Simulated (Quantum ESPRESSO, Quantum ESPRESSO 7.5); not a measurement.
# Work function and surface energy of Al(100) against thickness

Wanted: a thickness series of Al(100), driven from Python.

Calculated with Quantum ESPRESSO 7.5; plane-wave DFT, PBE, GBRV ultrasoft pseudopotentials.

The experiments to compare with:

For Al (clean (100) face), “Properties of real metallic surfaces: Effects of density functional semilocality and van der Waals nonlocality” (2017, arxiv:1702.08515) quotes earlier work: work function (clean (100) face) 4.32 eV.

## (1) Set-up

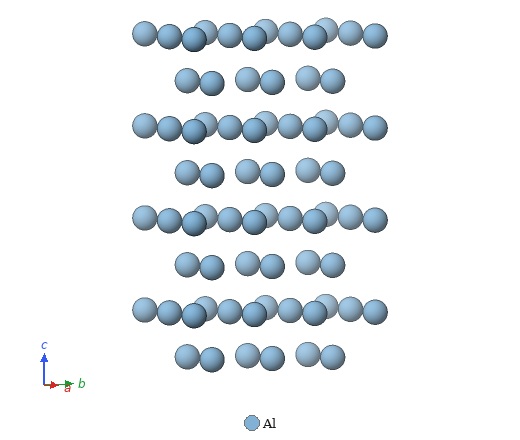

Start, viewed from the side, with the c axis up; aluminium light blue. 2×3×1 cells are drawn. Some periodic images of atoms are drawn too.

The cell holds 8 atoms: 8 Al. Cell: a = 2.864 Å, b = 2.864 Å, c = 29.175 Å, α = 90.0°, β = 90.0°, γ = 90.0°. It derives from Al. Vacuum lies along c.

As a file:

```cif
data_structure
_symmetry_space_group_name_H-M 'P 1'
_symmetry_Int_Tables_number 1
_cell_length_a 2.8638
_cell_length_b 2.8638
_cell_length_c 29.1750
_cell_angle_alpha 90.000
_cell_angle_beta 90.000
_cell_angle_gamma 90.000
_cell_volume 239.27
loop_
_atom_site_label
_atom_site_type_symbol
_atom_site_fract_x
_atom_site_fract_y
_atom_site_fract_z
_atom_site_occupancy
Al1 Al 0.50000 0.50000 0.25707 1
Al2 Al 0.00000 0.00000 0.32648 1
Al3 Al 0.50000 0.50000 0.39589 1
Al4 Al 0.00000 0.00000 0.46530 1
Al5 Al 0.50000 0.50000 0.53470 1
Al6 Al 0.00000 0.00000 0.60411 1
Al7 Al 0.50000 0.50000 0.67352 1
Al8 Al 0.00000 0.00000 0.74293 1
```

## (2) Running the series

ASE writes the inputs, starts pw.x and reads the results. Under ESM bc1 the zero of energy of a symmetric slab is the vacuum, so the work function is minus the Fermi level.

run.py reads:

```python
import json
import numpy as np
from ase.build import fcc100
from ase.calculators.espresso import Espresso, EspressoProfile

profile = EspressoProfile(command='mpirun -n 2 pw.x -nk 2', pseudo_dir='../pseudo')
pseudopotentials = {'Al': 'al_pbe_v1.uspp.F.UPF'}
system = {'ecutwfc': 40, 'ecutrho': 200, 'occupations': 'smearing', 'smearing': 'mv', 'degauss': 0.02}


def calculator(name, kpts, **extra):
    data = dict(control=dict(tprnfor=True, verbosity='high', disk_io='none'),
                system=system | extra,
                electrons=dict(conv_thr=1e-07, mixing_beta=0.4, mixing_mode='local-TF',
                               electron_maxstep=100))
    return Espresso(profile=profile, directory=name, pseudopotentials=pseudopotentials, kpts=kpts, input_data=data)


def centre(atoms):
    z = atoms.positions[:, 2]
    atoms.positions[:, 2] -= (z.max() + z.min()) / 2  # ESM wants the slab about z = 0
    return atoms


rows = []
for n in [3, 4, 5, 6, 7, 8]:
    slab = centre(fcc100('Al', size=(1, 1, n), a=4.05, vacuum=7.5, periodic=True))
    slab.set_initial_magnetic_moments([0.0] * n)
    slab.calc = calculator(f'n{n}', (10, 10, 1), assume_isolated='esm', esm_bc='bc1')
    energy = slab.get_potential_energy()
    work = -slab.calc.get_fermi_level()
    force = slab.get_forces()[-1, 2]
    rows.append([n, energy, work, force])
    print(f'{n} layers: E = {energy:.5f} eV, work function {work:.3f} eV, force on the top atom {force:+.3f} eV/A')

n, energy = np.array(rows)[:, :2].T
slope, offset = np.polyfit(n[1:], energy[1:], 1)
area = np.linalg.norm(np.cross(*slab.cell[:2]))
gamma = offset / (2 * area) * 16.0218
print(f'bulk energy from the slope {slope:.5f} eV an atom; unrelaxed surface energy {gamma:.3f} J/m^2')
json.dump(dict(rows=rows, slope=slope, gamma=gamma), open('result.json', 'w'))
```

On the command line:

```bash
OMP_NUM_THREADS=1 python run.py
```

The program printed:

```text
3 layers: E = -272.84707 eV, work function 4.491 eV, force on the top atom +0.244 eV/A
4 layers: E = -364.03945 eV, work function 4.345 eV, force on the top atom +0.177 eV/A
5 layers: E = -455.34615 eV, work function 4.274 eV, force on the top atom +0.109 eV/A
6 layers: E = -546.64429 eV, work function 4.256 eV, force on the top atom +0.090 eV/A
7 layers: E = -637.87842 eV, work function 4.235 eV, force on the top atom +0.109 eV/A
8 layers: E = -729.13355 eV, work function 4.253 eV, force on the top atom +0.112 eV/A
bulk energy from the slope -91.27205 eV an atom; unrelaxed surface energy 1.000 J/m^2
```

Elapsed: 12 min, on 2 MPI ranks of Arm Neoverse N1, shared host; peak memory 0.29 GiB.

The input that ASE wrote for the first run, and its log:

```
&CONTROL
   verbosity        = 'high'
   tprnfor          = .true.
   disk_io          = 'none'
   pseudo_dir       = '../pseudo'
/
&SYSTEM
   ecutwfc          = 40
   ecutrho          = 200
   occupations      = 'smearing'
   degauss          = 0.02
   smearing         = 'mv'
   assume_isolated  = 'esm'
   esm_bc           = 'bc1'
   ntyp             = 1
   nat              = 3
   ibrav            = 0
/
&ELECTRONS
   electron_maxstep = 100
   conv_thr         = 1e-07
   mixing_mode      = 'local-TF'
   mixing_beta      = 0.4
/
&IONS
/
&CELL
/
&FCP
/
&RISM
/
ATOMIC_SPECIES
Al 26.9815385 al_pbe_v1.uspp.F.UPF

K_POINTS automatic
10 10 1  0 0 0

CELL_PARAMETERS angstrom
2.86378246380552 0.00000000000000 0.00000000000000
0.00000000000000 2.86378246380552 0.00000000000000
0.00000000000000 0.00000000000000 19.05000000000000

ATOMIC_POSITIONS angstrom
Al 0.0000000000 0.0000000000 -2.0250000000  
Al 1.4318912319 1.4318912319 0.0000000000  
Al 0.0000000000 0.0000000000 2.0250000000
```

```text
Program PWSCF v.7.5 starts
[citation notice left out]

     Parallel version (MPI & OpenMP), running on       2 processor cores
     Number of MPI processes:                 2
     Threads/MPI process:                     1

     MPI processes distributed on     1 nodes
[... 1 line left out ...]

Warning: card &CELL ignored
Warning: card &FCP ignored
Warning: card &RISM ignored

     Current dimensions of program PWSCF are:
     Max number of different atomic species (ntypx) = 10
     Max number of k-points (npk) =  40000
     Max angular momentum in pseudopotentials (lmaxx) =  4
     Message from routine setup:
     using ibrav=0 with symmetry is DISCOURAGED, use correct ibrav instead

     K-points division:     npool     =       2
     Subspace diagonalization in iterative solution of the eigenvalue problem:
     a serial algorithm will be used

     G-vector sticks info
     --------------------
     sticks:   dense  smooth     PW     G-vecs:    dense   smooth      PW
     Sum         473     373    121                50347    36037    6521

     Using Slab Decomposition

     bravais-lattice index     =            0
     lattice parameter (alat)  =       5.4118  a.u.
     unit-cell volume          =    1054.3180 (a.u.)^3
     number of atoms/cell      =            3
     number of atomic types    =            1
     number of electrons       =         9.00
     number of Kohn-Sham states=            9
     kinetic-energy cutoff     =      40.0000  Ry
     charge density cutoff     =     200.0000  Ry
     scf convergence threshold =      1.0E-07
     mixing beta               =       0.4000
     number of iterations used =            8  local-TF  mixing
     Exchange-correlation= SLA  PW   PBE  PBE
                           (   1   4   3   4   0   0   0)

     Effective Screening Medium Method
     =================================
     Boundary Conditions: Vacuum-Slab-Vacuum
     total charge in unit cell        =   0.0000
     grid points for fit at edges     =        4

[... 10 lines left out ...]
     PseudoPot. # 1 for Al read from file:
     ../pseudo/al_pbe_v1.uspp.F.UPF
     Pseudo is Ultrasoft + core correction, Zval =  3.0
     Generated by new atomic code, or converted to UPF format
     Using radial grid of  893 points,  3 beta functions with:
                l(1) =   0
                l(2) =   1
                l(3) =   2
     Q(r) pseudized with  8 coefficients,  rinner =    0.900   0.900   0.900
                                                       0.900   0.900

     atomic species   valence    mass     pseudopotential
     Al                3.00    26.98154     Al( 1.00)

     16 Sym. Ops., with inversion, found

                                    s                        frac. trans.

      isym =  1     identity

 cryst.   s( 1) = (     1          0          0      )
                  (     0          1          0      )
[... 488 lines left out ...]
[... 1 line left out ...]

     negative rho (up, down):  1.507E-04 0.000E+00

[... 1 line left out ...]

     End of self-consistent calculation

          k = 0.0000 0.0000 0.0000 (  4553 PWs)   bands (ev):

   -14.8291 -12.5624  -9.1798  -6.1903  -2.3278  -0.5032  -0.1207   1.7312
     1.7317

     occupation numbers
     1.0000   1.0000   1.0000   1.0000   0.0000   0.0000   0.0000   0.0000
     0.0000

[... 120 lines left out ...]

     the Fermi energy is    -4.4910 ev

!    total energy              =     -20.05389177 Ry
     estimated scf accuracy    <       0.00000005 Ry
     smearing contrib. (-TS)   =       0.00091284 Ry
     internal energy E=F+TS    =     -20.05480461 Ry

     The total energy is F=E-TS. E is the sum of the following terms:
     one-electron contribution =     142.07272773 Ry
     hartree contribution      =     -70.63062233 Ry
     xc contribution           =     -12.65307320 Ry
     ewald contribution        =     -78.84383682 Ry

     convergence has been achieved in  14 iterations

     negative rho (up, down):  1.507E-04 0.000E+00

     Forces acting on atoms (cartesian axes, Ry/au):

     atom    1 type  1   force =     0.00000000    0.00000000   -0.00947107
     atom    2 type  1   force =     0.00000000    0.00000000    0.00000000
     atom    3 type  1   force =     0.00000000    0.00000000    0.00947107
     The non-local contrib.  to forces
     atom    1 type  1   force =     0.00000000    0.00000000   -0.00041548
     atom    2 type  1   force =     0.00000000    0.00000000    0.00000000
     atom    3 type  1   force =     0.00000000    0.00000000    0.00041548
     The ionic contribution  to forces
     atom    1 type  1   force =    -0.00000000   -0.00000000   -7.57337298
     atom    2 type  1   force =     0.00000000    0.00000000    0.00000000
     atom    3 type  1   force =    -0.00000000   -0.00000000    7.57337298
     The local contribution  to forces
     atom    1 type  1   force =    -0.00000000    0.00000000    7.56447865
     atom    2 type  1   force =    -0.00000000   -0.00000000    0.00000016
     atom    3 type  1   force =    -0.00000000   -0.00000000   -7.56447833
     The core correction contribution to forces
     atom    1 type  1   force =    -0.00000000   -0.00000000   -0.00036753
     atom    2 type  1   force =    -0.00000000   -0.00000000    0.00000000
     atom    3 type  1   force =     0.00000000   -0.00000000    0.00036753
     The Hubbard contrib.    to forces
     atom    1 type  1   force =     0.00000000    0.00000000    0.00000000
     atom    2 type  1   force =     0.00000000    0.00000000    0.00000000
     atom    3 type  1   force =     0.00000000    0.00000000    0.00000000
     The SCF correction term to forces
     atom    1 type  1   force =    -0.00000000    0.00000000    0.00020643
     atom    2 type  1   force =    -0.00000000   -0.00000000    0.00000000
     atom    3 type  1   force =     0.00000000    0.00000000   -0.00020643

     Total force =     0.013394     Total SCF correction =     0.000292
     Message from routine punch:
     Nothing written, as per user request (disk_io='none')

[... 1 line left out ...]

[... 1 line left out ...]

[... 1 line left out ...]

[... 3 lines left out ...]

[... 1 line left out ...]

[... 2 lines left out ...]

[... 1 line left out ...]

[... 1 line left out ...]

=------------------------------------------------------------------------------=
   JOB DONE.
=------------------------------------------------------------------------------=
```

Numbers from this step:

- surface energy: 1.000 J/m²
- work function of the thickest slab: 4.253 eV

Table of work function by layers:

```
layers  work function (eV)
  3.00                4.49
  4.00                4.34
  5.00                4.27
  6.00                4.26
  7.00                4.24
  8.00                4.25
```

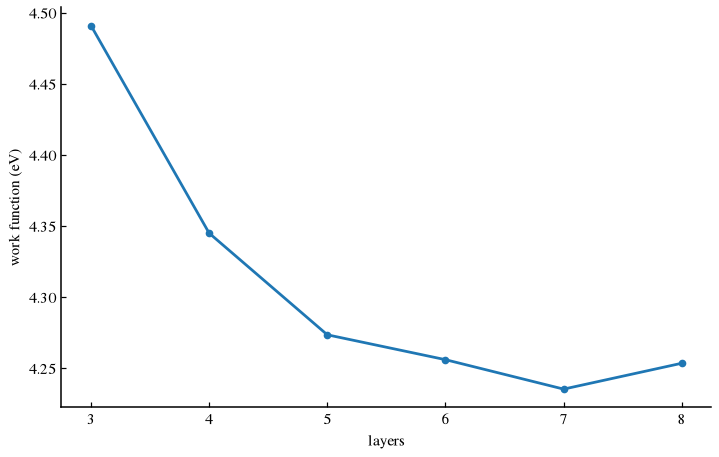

Work function, plotted against layers.

The force on the top atom along the normal by layers:

```
layers  force on the top atom along the normal (eV/Å)
  3.00                                          0.244
  4.00                                          0.177
  5.00                                          0.109
  6.00                                         0.0898
  7.00                                          0.109
  8.00                                          0.112
```

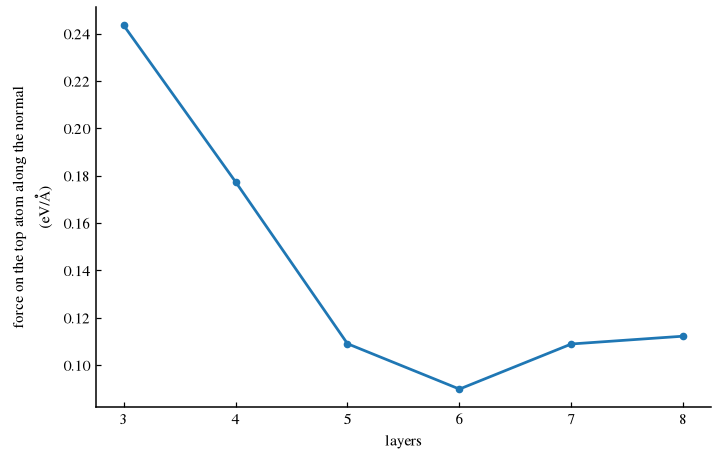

Force on the top atom along the normal, plotted against layers.

Energy less the bulk line's slope against layers:

```
layers  energy less the bulk line's slope (meV)
  3.00                                      969
  4.00                                     1049
  5.00                                     1014
  6.00                                      988
  7.00                                     1026
  8.00                                     1043
```

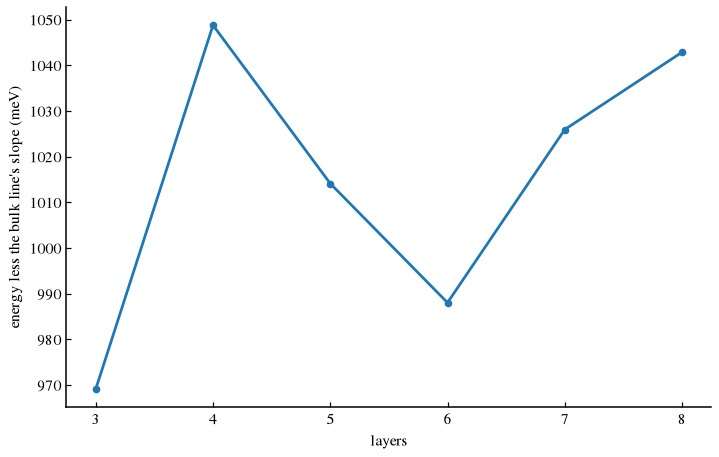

Energy less the bulk line's slope against layers.

## (3) The script: PBE, PseudoDojo norm-conserving

Level of this step: plane-wave DFT, PBE, PseudoDojo norm-conserving pseudopotentials (Quantum ESPRESSO 7.5).

run.py is the input of step 2 with these lines changed:

```diff
@@ -6,4 +6,4 @@
 profile = EspressoProfile(command='mpirun -n 2 pw.x -nk 2', pseudo_dir='../pseudo')
-pseudopotentials = {'Al': 'al_pbe_v1.uspp.F.UPF'}
-system = {'ecutwfc': 40, 'ecutrho': 200, 'occupations': 'smearing', 'smearing': 'mv', 'degauss': 0.02}
+pseudopotentials = {'Al': 'Al.dojo-sr-pbe-0.4.1-standard.upf'}
+system = {'ecutwfc': 32, 'ecutrho': 128, 'occupations': 'smearing', 'smearing': 'mv', 'degauss': 0.02}
```

On the command line:

```bash
OMP_NUM_THREADS=1 python run.py
```

The program printed:

```text
3 layers: E = -188.22816 eV, work function 4.490 eV, force on the top atom +0.237 eV/A
4 layers: E = -251.21961 eV, work function 4.345 eV, force on the top atom +0.173 eV/A
5 layers: E = -314.32477 eV, work function 4.276 eV, force on the top atom +0.113 eV/A
6 layers: E = -377.42160 eV, work function 4.256 eV, force on the top atom +0.085 eV/A
7 layers: E = -440.45513 eV, work function 4.233 eV, force on the top atom +0.102 eV/A
8 layers: E = -503.50906 eV, work function 4.254 eV, force on the top atom +0.105 eV/A
bulk energy from the slope -63.07093 eV an atom; unrelaxed surface energy 1.015 J/m^2
```

Run time: 5.3 min. Hardware: 2 MPI ranks; peak memory 0.22 GiB; 11 min of CPU time.

This step gave:

```
surface energy                     : 1.015 J/m²
work function of the thickest slab : 4.254 eV
```

The work function by layers:

```
layers  work function (eV)
  3.00                4.49
  4.00                4.35
  5.00                4.28
  6.00                4.26
  7.00                4.23
  8.00                4.25
```

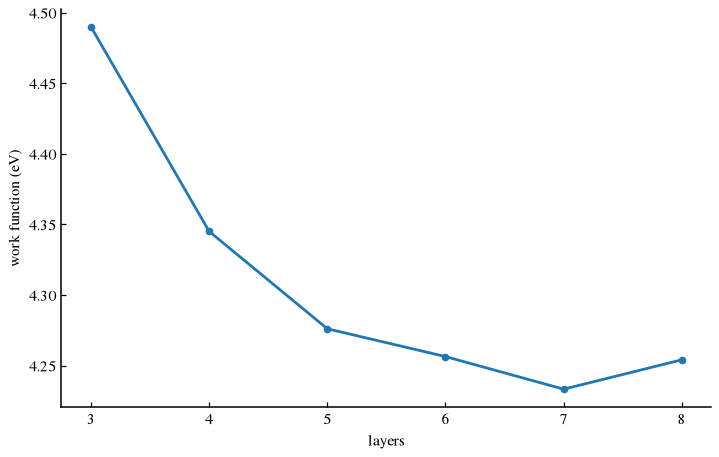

Work function against layers.

The force on the top atom along the normal by layers:

```
layers  force on the top atom along the normal (eV/Å)
  3.00                                          0.237
  4.00                                          0.173
  5.00                                          0.113
  6.00                                         0.0849
  7.00                                          0.102
  8.00                                          0.105
```

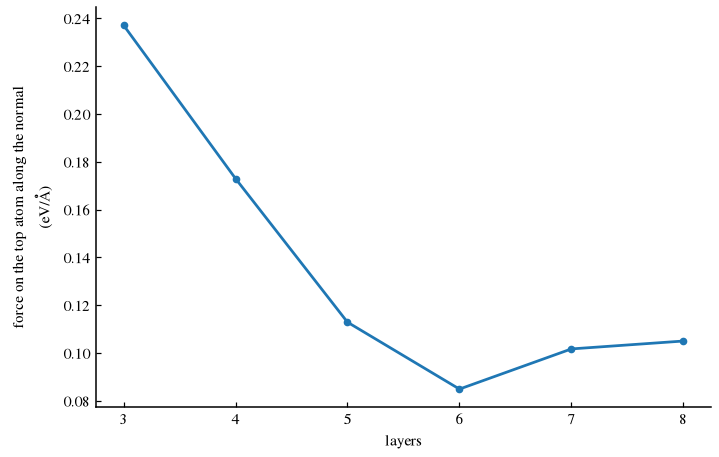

Force on the top atom along the normal against layers.

Energy less the bulk line's slope against layers:

```
layers  energy less the bulk line's slope (meV)
  3.00                                      985
  4.00                                     1064
  5.00                                     1030
  6.00                                     1004
  7.00                                     1041
  8.00                                     1058
```

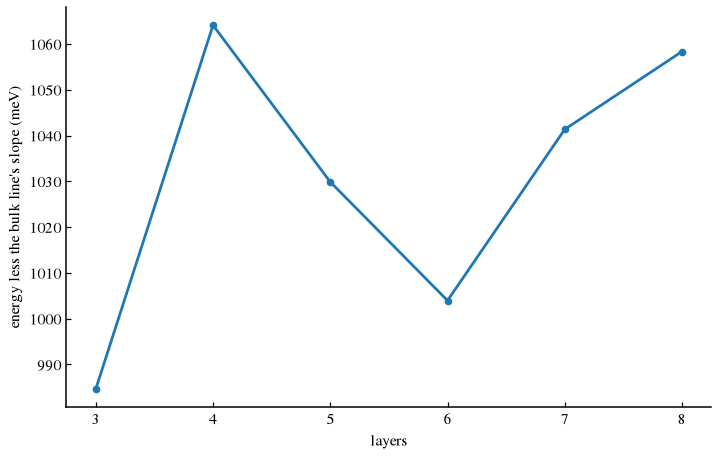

Energy less the bulk line's slope, plotted against layers.

## (4) A check by hand

γ = (E_N − N e_bulk)/(2A). The excess of the thickest slab is 1.043 eV and A = 8.201 Å²: 1.043/(2 × 8.201) × 16.02 = 1.02 J/m² (1 eV/Å² = 16.02 J/m²); the fit's intercept gives 1.00.

## (5) What came out

| Quantity | Value |
| --- | --- |
| work function of the thickest slab, PBE, GBRV ultrasoft | 4.25 eV |
| unrelaxed surface energy, PBE, GBRV ultrasoft | 1.00 J/m² |
| work function of the thickest slab, PBE, PseudoDojo norm-conserving | 4.25 eV |
| unrelaxed surface energy, PBE, PseudoDojo norm-conserving | 1.02 J/m² |

The thickest slab gives a work function of 4.25 eV and the series an unrelaxed surface energy of 1.00 J/m² (PBE, GBRV ultrasoft). The work function swings by 0.26 eV over 3 to 8 layers and by 0.02 eV over the last step; confined states crossing the Fermi level and the finite mesh both contribute. From 5 layers on it stays within 0.1 eV. The force on the top atom of the thickest slab points outwards (0.11 eV/Å). Experiment, extrapolated from the liquid and averaged over faces, gives a surface energy of 1.14 J/m² (arxiv:0801.1077, 2008); the value here lies under it, as is usual for gradient-corrected functionals. The slabs are cut from the bulk at the tabulated lattice constant and not relaxed; the surface energy comes from a straight line through the energies of all but the thinnest slab.

Comparison with the measured values:

| quantity | measured | PBE, GBRV | PBE, PseudoDojo |
| --- | --- | --- | --- |
| work function (clean (100) face) (eV) | 4.32 | 4.25 (-0.07 eV) | 4.25 (-0.07 eV) |

Measured values from arxiv:1702.08515 (2017).

How well it matches: The grades are ours: good and fair within 3 and 7 % for the work function. Other measurements of the same face can differ from the value quoted by 0.1 to 0.2 eV.

[Logs are printed without paths, hosts, clocks, repeated set-up lines and the standing remarks that a program may print on its own settings, such as how far it seeks lower states.]

[Hosts, paths, dates, database ids (printed as entryN), source tags and the programs' standing remarks are cut or masked in the printed files.]

[Maps of the electrostatic potential energy from Ansatz leave out the sawtooth potential of an applied field or a dipole correction, so their vacuum need not be flat; planar profiles and work functions include it.]
